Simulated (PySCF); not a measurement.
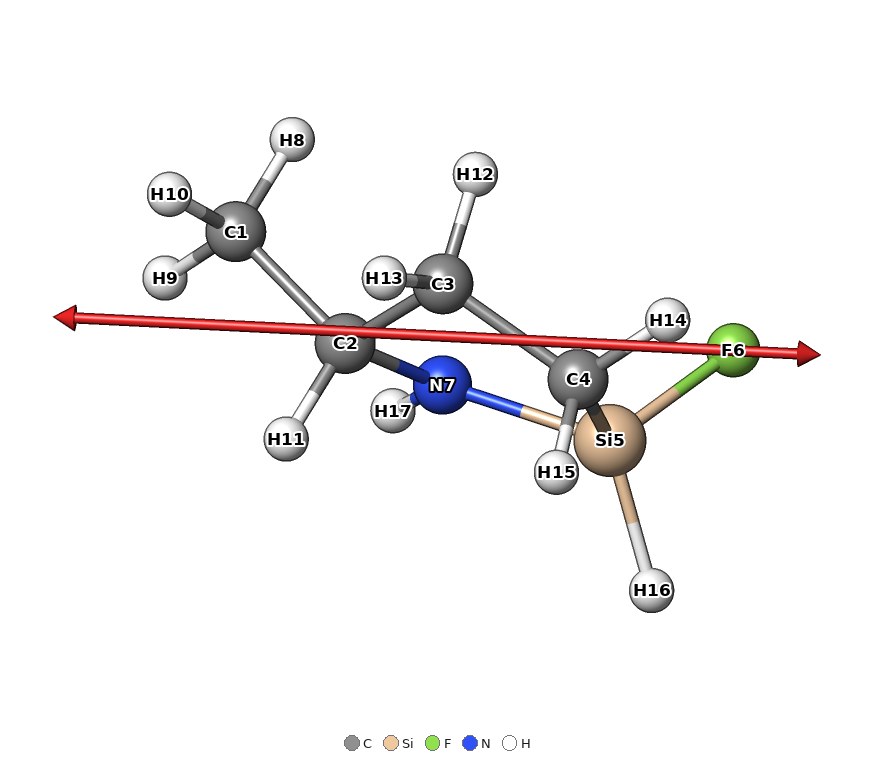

The double arrow shows the direction of the transition dipole to excited singlet state 3 (its length means nothing). The geometry was computed by an optimisation with GFN2-xTB. No frequency run is at hand to confirm it as a minimum. Method: TDDFT CAM-B3LYP/def2-SVPD, vertical, gas phase, core orbitals frozen in the response (PySCF 2.14.0).

Question: Give its energy, strength and character.

Answer: 7.72 eV (161 nm), oscillator strength 0.050, mainly HOMO → LUMO+1 (weight 0.54); transition dipole 1.31 D.

The geometry is semi-empirical. Around Si such bond lengths and angles can be off by a tenth of an ångström or more and by several degrees, and values that hang on the shape move with them.
